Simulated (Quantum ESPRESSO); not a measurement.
# E(θ) between the sublattices of MnPt

Wanted: bilinear and biquadratic couplings of MnPt from constrained non-collinear runs.

Calculated with Quantum ESPRESSO 7.5; LDA; plane waves with GBRV 1.5 LDA potentials, no spin-orbit coupling.

## Step 1: The structure

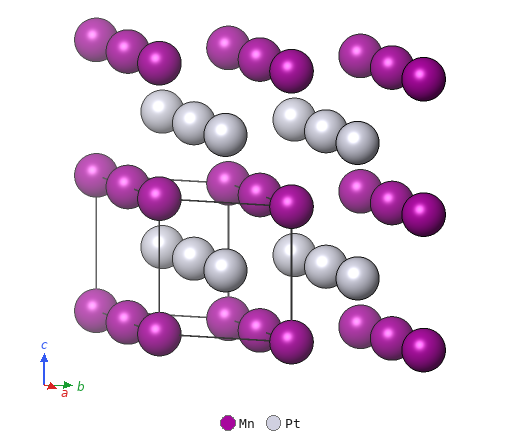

Start, viewed slightly off an axis; manganese purple, platinum light grey. 1×2×2 cells are drawn. Some periodic images of atoms are drawn too.

The cell comes from the Crystallography Open Database.

## Step 2: The collinear order that defines the sublattices

Typed as antiferro q=(1/2,1/2,0) +-. The wavevector q is in fractions of the reciprocal vectors of the crystal's primitive cell, as the cells of these inputs are built from it; moments change sign between cells as cos(2π q·R).

File pw.in:

```
&CONTROL
  calculation = 'scf'
  prefix = 'pwscf'
  outdir = './tmp'
  pseudo_dir = './pseudo'
  disk_io = 'nowf'
/
&SYSTEM
  ibrav = 0
  nat = 4
  ntyp = 3
  ecutwfc = 34
  ecutrho = 238
  nbnd = 41
  occupations = 'smearing'
  smearing = 'fd'
  degauss = 0.00734986
  nspin = 2
  starting_magnetization(1) = 0.2333
  starting_magnetization(2) = -0.2333
  starting_magnetization(3) = 0
/
&ELECTRONS
  conv_thr = 4d-08
  electron_maxstep = 150
  mixing_beta = 0.3
/
ATOMIC_SPECIES
Mn1    54.9380 mn_lda_v1.5.uspp.F.UPF
Mn2    54.9380 mn_lda_v1.5.uspp.F.UPF
Pt    195.0840 pt_lda_v1.4.uspp.F.UPF
CELL_PARAMETERS angstrom
   5.6600000000    0.0000000000    0.0000000000
   2.8300000000    2.8300000000    0.0000000000
   0.0000000000    0.0000000000    3.6600000000
ATOMIC_POSITIONS crystal
Mn1     0.0000000000    0.0000000000    0.0000000000
Mn2     0.5000000000    0.0000000000    0.0000000000
Pt      0.0000000000    0.5000000000    0.5000000000
Pt      0.5000000000    0.5000000000    0.5000000000
K_POINTS automatic
3 6 6 0 0 0
```

Command:

```bash
OMP_NUM_THREADS=1 mpirun -n 4 pw.x -nk 4 -in pw.in > pw.out
```

The program printed:

```text
Program PWSCF v.7.5 starts

     Message from routine setup:
     using ibrav=0 with symmetry is DISCOURAGED, use correct ibrav instead

     K-points division:     npool     =       4
     Subspace diagonalization in iterative solution of the eigenvalue problem:

     G-vector sticks info
     --------------------
     sticks:   dense  smooth     PW     G-vecs:    dense   smooth      PW
     Sum        1085     621    213                24549    10541    2043

     Using Slab Decomposition

     bravais-lattice index     =            0
     lattice parameter (alat)  =      10.6958  a.u.
     unit-cell volume          =     395.6221 (a.u.)^3
     number of atoms/cell      =            4
     number of atomic types    =            3
     number of electrons       =        62.00
     number of Kohn-Sham states=           41
     kinetic-energy cutoff     =      34.0000  Ry
     charge density cutoff     =     238.0000  Ry
     scf convergence threshold =      4.0E-08
     mixing beta               =       0.3000
     number of iterations used =            8  plain     mixing
     Exchange-correlation=  SLA  PZ   NOGX NOGC
                           (   1   1   0   0   0   0   0)

     celldm(1)=  10.695850  celldm(2)=   0.000000  celldm(3)=   0.000000
     celldm(4)=   0.000000  celldm(5)=   0.000000  celldm(6)=   0.000000

     crystal axes: (cart. coord. in units of alat)
               a(1) = (   1.000000   0.000000   0.000000 )
               a(2) = (   0.500000   0.500000   0.000000 )
               a(3) = (   0.000000   0.000000   0.646643 )

     reciprocal axes: (cart. coord. in units 2 pi/alat)
               b(1) = (  1.000000 -1.000000  0.000000 )
               b(2) = (  0.000000  2.000000  0.000000 )
               b(3) = (  0.000000  0.000000  1.546448 )

     PseudoPot. # 1 for Mn read from file:
     mn_lda_v1.5.uspp.F.UPF
     Pseudo is Ultrasoft + core correction, Zval = 15.0
     Generated by new atomic code, or converted to UPF format
     Using radial grid of  859 points,  6 beta functions with:
                l(1) =   0
                l(2) =   0
                l(3) =   1
                l(4) =   1
                l(5) =   2
                l(6) =   2
     Q(r) pseudized with  8 coefficients,  rinner =    0.950   0.950   0.950
                                                       0.950   0.950

     PseudoPot. # 2 for Mn read from file:
     mn_lda_v1.5.uspp.F.UPF
     Pseudo is Ultrasoft + core correction, Zval = 15.0
     Generated by new atomic code, or converted to UPF format
     Using radial grid of  859 points,  6 beta functions with:
                l(1) =   0
                l(2) =   0
                l(3) =   1
                l(4) =   1
                l(5) =   2
                l(6) =   2
     Q(r) pseudized with  8 coefficients,  rinner =    0.950   0.950   0.950
                                                       0.950   0.950

     PseudoPot. # 3 for Pt read from file:
     pt_lda_v1.4.uspp.F.UPF
     Pseudo is Ultrasoft + core correction, Zval = 16.0
     Generated by new atomic code, or converted to UPF format
     Using radial grid of  985 points,  6 beta functions with:
                l(1) =   0
                l(2) =   0
                l(3) =   1
                l(4) =   1
                l(5) =   2
                l(6) =   2
     Q(r) pseudized with  8 coefficients,  rinner =    1.300   1.300   1.300
                                                       1.300   1.300

     atomic species   valence    mass     pseudopotential
     Mn1              15.00    54.93800     Mn( 1.00)
     Mn2              15.00    54.93800     Mn( 1.00)
     Pt               16.00   195.08400     Pt( 1.00)

     Starting magnetic structure
     atomic species   magnetization
     Mn1             0.233
     Mn2            -0.233
     Pt              0.000

     16 Sym. Ops., with inversion, found

   Cartesian axes

     site n.     atom                  positions (alat units)
         1        Mn1    tau(   1) = (   0.0000000   0.0000000   0.0000000  )
         2        Mn2    tau(   2) = (   0.5000000   0.0000000   0.0000000  )
         3        Pt     tau(   3) = (   0.2500000   0.2500000   0.3233216  )
         4        Pt     tau(   4) = (   0.7500000   0.2500000   0.3233216  )

     number of k points=    24  Fermi-Dirac smearing, width (Ry)=  0.0073
                       cart. coord. in units 2pi/alat
        k(    1) = (   0.0000000   0.0000000   0.0000000), wk =   0.0092593
        k(    2) = (   0.0000000   0.0000000   0.2577413), wk =   0.0185185
        k(    3) = (   0.0000000   0.0000000   0.5154827), wk =   0.0185185
        k(    4) = (   0.0000000   0.0000000  -0.7732240), wk =   0.0092593
        k(    5) = (   0.0000000   0.3333333   0.0000000), wk =   0.0370370
        [... 19 further k-points ...]

     Dense  grid:    24549 G-vectors     FFT dimensions: (  54,  40,  36)

     Smooth grid:    10541 G-vectors     FFT dimensions: (  40,  30,  25)

     Check: negative core charge=   -0.000022
     Generating pointlists ...
     new r_m :   0.1976 (alat units)  2.1138 (a.u.) for type    1
     new r_m :   0.1976 (alat units)  2.1138 (a.u.) for type    2
     new r_m :   0.1976 (alat units)  2.1138 (a.u.) for type    3

     Initial potential from superposition of free atoms

     starting charge      59.9998, renormalised to      62.0000

     negative rho (up, down):  1.813E-01 1.813E-01
     Starting wfcs are   50 randomized atomic wfcs

     Self-consistent Calculation

     iteration #  1     ecut=    34.00 Ry     beta= 0.30
     Davidson diagonalization with overlap
     ethr =  1.00E-02,  avg # of iterations =  2.0

     negative rho (up, down):  1.718E-01 1.718E-01

     total energy              =    -843.44022285 Ry
     estimated scf accuracy    <       4.56201460 Ry

     total magnetization       =    -0.00 Bohr mag/cell
     absolute magnetization    =     5.28 Bohr mag/cell

     iteration #  2     ecut=    34.00 Ry     beta= 0.30
     Davidson diagonalization with overlap
     ethr =  7.36E-03,  avg # of iterations =  2.0

     negative rho (up, down):  1.708E-01 1.708E-01

     total energy              =    -843.70242867 Ry
     estimated scf accuracy    <       1.29603335 Ry

     total magnetization       =    -0.00 Bohr mag/cell
     absolute magnetization    =     6.60 Bohr mag/cell

     iteration #  3     ecut=    34.00 Ry     beta= 0.30
     Davidson diagonalization with overlap
     ethr =  2.09E-03,  avg # of iterations =  2.0

     negative rho (up, down):  1.686E-01 1.686E-01

     total energy              =    -843.79791574 Ry
     estimated scf accuracy    <       2.36659047 Ry

     total magnetization       =    -0.00 Bohr mag/cell
     absolute magnetization    =     5.70 Bohr mag/cell

     [... further iterations left out ...]

     iteration # 10     ecut=    34.00 Ry     beta= 0.30
     Davidson diagonalization with overlap
     ethr =  3.45E-07,  avg # of iterations =  1.1

     negative rho (up, down):  1.660E-01 1.660E-01

     total energy              =    -844.06002336 Ry
     estimated scf accuracy    <       0.00011298 Ry

     total magnetization       =     0.00 Bohr mag/cell
     absolute magnetization    =     7.53 Bohr mag/cell

     iteration # 11     ecut=    34.00 Ry     beta= 0.30
     Davidson diagonalization with overlap
     ethr =  1.82E-07,  avg # of iterations =  2.1

     negative rho (up, down):  1.660E-01 1.660E-01

     total energy              =    -844.06004332 Ry
     estimated scf accuracy    <       0.00000339 Ry

     total magnetization       =     0.00 Bohr mag/cell
     absolute magnetization    =     7.55 Bohr mag/cell

     iteration # 12     ecut=    34.00 Ry     beta= 0.30
     Davidson diagonalization with overlap
     ethr =  5.47E-09,  avg # of iterations =  2.3

     negative rho (up, down):  1.660E-01 1.660E-01

     total energy              =    -844.06004369 Ry
     estimated scf accuracy    <       0.00000119 Ry

     total magnetization       =    -0.00 Bohr mag/cell
     absolute magnetization    =     7.55 Bohr mag/cell

     iteration # 13     ecut=    34.00 Ry     beta= 0.30
     Davidson diagonalization with overlap
     ethr =  1.92E-09,  avg # of iterations =  2.0

     negative rho (up, down):  1.660E-01 1.660E-01

     Magnetic moment per site  (integrated on atomic sphere of radius R)
     atom   1 (R=0.198)  charge= 13.6178  magn=  3.5737
     atom   2 (R=0.198)  charge= 13.6178  magn= -3.5737
     atom   3 (R=0.198)  charge= 13.8788  magn= -0.0000
     atom   4 (R=0.198)  charge= 13.8788  magn= -0.0000

     End of self-consistent calculation

     [... lines left out ...]
     the Fermi energy is    18.9021 ev

!    total energy              =    -844.06004384 Ry
     estimated scf accuracy    <       0.00000001 Ry
     smearing contrib. (-TS)   =      -0.00223682 Ry
     internal energy E=F+TS    =    -844.05780702 Ry

     The total energy is F=E-TS. E is the sum of the following terms:
     one-electron contribution =    -238.68293656 Ry
     hartree contribution      =     161.22248159 Ry
     xc contribution           =    -166.11841337 Ry
     ewald contribution        =    -600.47893867 Ry

     total magnetization       =     0.00 Bohr mag/cell
     absolute magnetization    =     7.55 Bohr mag/cell

     convergence has been achieved in  13 iterations

=------------------------------------------------------------------------------=
   JOB DONE.
=------------------------------------------------------------------------------=
```

Run time: 18 s. Hardware: 4 MPI ranks of Arm Neoverse V1, shared host; peak memory 0.36 GiB; 71 s of CPU time.

Spin moment in the atom's sphere by atom:

```
atom  spin moment in the atom's sphere (μB)
 Mn1                                   3.57
 Mn2                                  -3.57
 Pt3                                   0.00
 Pt4                                   0.00
```

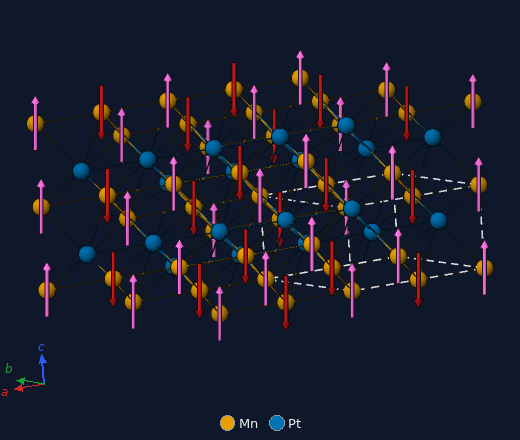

Spin moment in the atom's sphere as arrows, the longest 3.57 μB. Up and down stand for the sign. Arrows give size and sign along the axis of quantisation, drawn up and down the page. The two directions have two colours. 2×2×2 cells are drawn. Some periodic images of atoms are drawn too.

Read from the output:

| Item | Value |
| --- | --- |
| smearing term TS | 0.03043 eV |
| magnetization | 0 μB |
| absolute magnetization | 7.55 μB |
| final state | antiferromagnetic |

## Step 3: The parallel state in the same cell

This run has no penalty. It is needed because the penalty of the later runs acts on every atom: an induced moment is typed with its parallel value times cos(θ/2) along z and its opposed value times sin(θ/2) along x, rounded to 0.01 μB.

File pw.in:

```
&CONTROL
  calculation = 'scf'
  prefix = 'pwscf'
  outdir = './tmp'
  pseudo_dir = './pseudo'
  disk_io = 'nowf'
/
&SYSTEM
  ibrav = 0
  nat = 4
  ntyp = 2
  ecutwfc = 34
  ecutrho = 238
  nbnd = 44
  occupations = 'smearing'
  smearing = 'fd'
  degauss = 0.00734986
  nspin = 2
  starting_magnetization(1) = 0.2333
  starting_magnetization(2) = 0
/
&ELECTRONS
  conv_thr = 4d-08
  electron_maxstep = 150
  mixing_beta = 0.3
/
ATOMIC_SPECIES
Mn     54.9380 mn_lda_v1.5.uspp.F.UPF
Pt    195.0840 pt_lda_v1.4.uspp.F.UPF
CELL_PARAMETERS angstrom
   5.6600000000    0.0000000000    0.0000000000
   2.8300000000    2.8300000000    0.0000000000
   0.0000000000    0.0000000000    3.6600000000
ATOMIC_POSITIONS crystal
Mn      0.0000000000    0.0000000000    0.0000000000
Mn      0.5000000000    0.0000000000    0.0000000000
Pt      0.0000000000    0.5000000000    0.5000000000
Pt      0.5000000000    0.5000000000    0.5000000000
K_POINTS automatic
3 6 6 0 0 0
```

The program printed:

```text
     [... lines left out ...]
Program PWSCF v.7.5 starts
     [... lines left out ...]
     number of atoms/cell      =            4
     [... lines left out ...]
     number of electrons       =        62.00
     number of Kohn-Sham states=           44
     kinetic-energy cutoff     =      34.0000  Ry
     charge density cutoff     =     238.0000  Ry
     scf convergence threshold =      4.0E-08
     [... lines left out ...]
     16 Sym. Ops., with inversion, found
     [... lines left out ...]
     number of k points=    24  Fermi-Dirac smearing, width (Ry)=  0.0073
     [... lines left out ...]
     iteration # 13     ecut=    34.00 Ry     beta= 0.30
     [... lines left out ...]
     Magnetic moment per site  (integrated on atomic sphere of radius R)
     atom   1 (R=0.198)  charge= 13.6350  magn=  3.5143
     atom   2 (R=0.198)  charge= 13.6350  magn=  3.5143
     atom   3 (R=0.198)  charge= 13.8733  magn=  0.3509
     atom   4 (R=0.198)  charge= 13.8733  magn=  0.3509
     [... lines left out ...]
     the Fermi energy is    18.5697 ev
!    total energy              =    -844.01109669 Ry
     estimated scf accuracy    <       0.00000003 Ry
     smearing contrib. (-TS)   =      -0.00942276 Ry
     [... lines left out ...]
     total magnetization       =     7.93 Bohr mag/cell
     absolute magnetization    =     8.04 Bohr mag/cell
     convergence has been achieved in  13 iterations
```

Run time: 19 s. Hardware: 4 MPI ranks; peak memory 0.36 GiB; 74 s of CPU time.

Spin moment in the atom's sphere by atom:

```csv
atom,spin moment in the atom's sphere (μB)
Mn1,3.51
Mn2,3.51
Pt3,0.35
Pt4,0.35
```

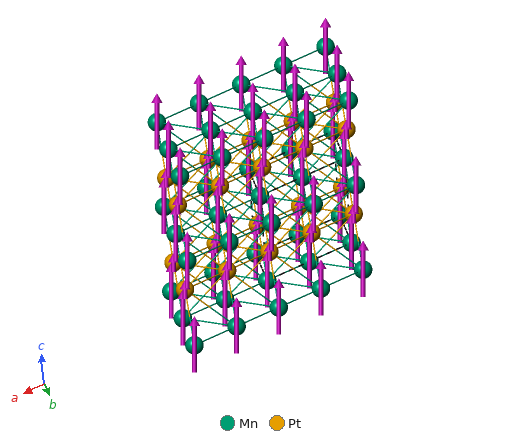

Spin moment in the atom's sphere as arrows, the longest 3.51 μB. Up and down stand for the sign. Arrows give size and sign along the axis of quantisation, drawn up and down the page. Each arrow also spans its atom, so small moments look longer than they are. 2×2×2 cells are drawn. Some periodic images of atoms are drawn too.

Numbers from this step:

```yaml
smearing_term_ts: 0.1282 eV
magnetization: 7.933 μB
absolute_magnetization: 8.039 μB
final_state: ferromagnetic
```

[end of part 1 of 2]

[Logs and program files are shortened in this print: banners, set-up blocks, solver, clock and traceback lines can be left out without a mark of their own.]

[Logs are printed without paths, hosts, clocks, repeated set-up lines and the standing remarks that a program may print on its own settings, such as how far it seeks lower states.]

[Hosts, paths, dates, database ids (printed as entryN), source tags and the programs' standing remarks are cut or masked in the printed files.]

[Where a cell is said to come from a database of computed structures, the database is the Materials Project.]
